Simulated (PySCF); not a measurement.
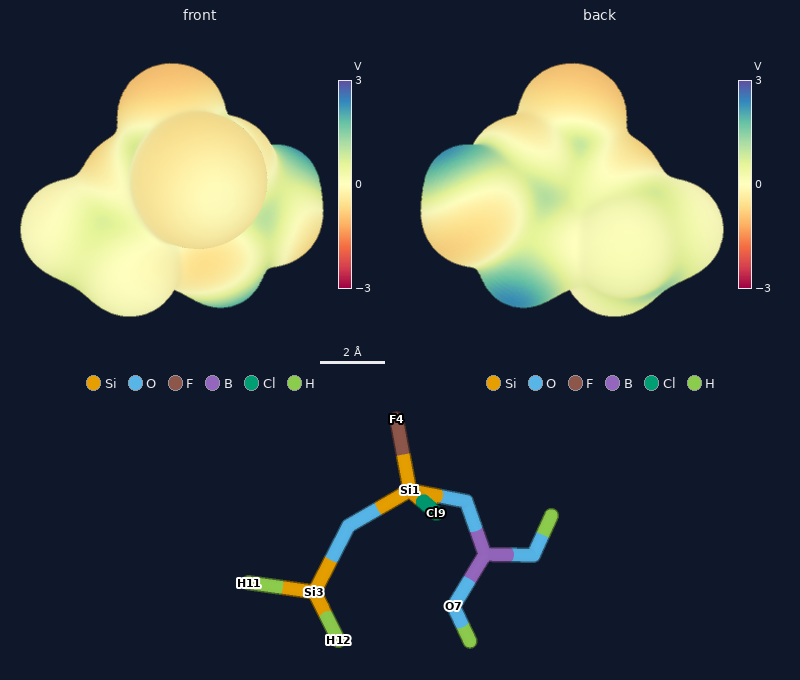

BClFH$_{5}$O$_{4}$Si$_{2}$ (SMILES OB(O)O[Si](F)(Cl)O[SiH3]). The electrostatic potential painted on the density surface at 0.001 e/bohr³, seen from the front and from behind; the colour scale runs from red (negative) to blue (positive). The bare structure is drawn below in the same view.

Geometry: PBE0-D3(BJ)/def2-SVP.

The calculation used PySCF, PBE0/pcSseg-1, SCF density, gas phase, non-relativistic.

Input

```
{"job": {"kind": "nmr", "xc": "PBE0", "basis": "pcSseg-1"}, "charge": 0, "multiplicity": 1}
Si     0.857980     1.403701    -1.625331
O      0.643846     1.554187    -0.032591
Si     0.538024     0.807227     1.458644
F      0.715537     2.849138    -2.298740
O     -0.269813     0.453041    -2.346160
B     -0.777094    -0.749229    -1.922762
O     -0.340713    -1.263383    -0.738408
O     -1.699341    -1.413658    -2.663017
Cl     2.722021     0.697867    -2.047922
H     -0.861504     0.363497     1.705817
H      0.914393     1.831521     2.472721
H      1.480084    -0.343183     1.534089
H     -0.754412    -2.105879    -0.526017
H     -1.915648    -0.942381    -3.474032
```

Run with:

```sh
OMP_NUM_THREADS=1 python cluster_run.py task.json out
```

Question: Which sites attract a positive test charge, and which a negative one?

Answer: A positive charge is drawn to the negative regions and a negative charge to the positive ones. The most negative region (about −0.9 V, or −21 kcal/mol for a unit charge) lies over F4, the most positive (about +2.2 V, or +51 kcal/mol for a unit charge) over H13 and H14.

Question: What dipole moment does the calculation give?

Answer: Its dipole moment is 2.98 D.
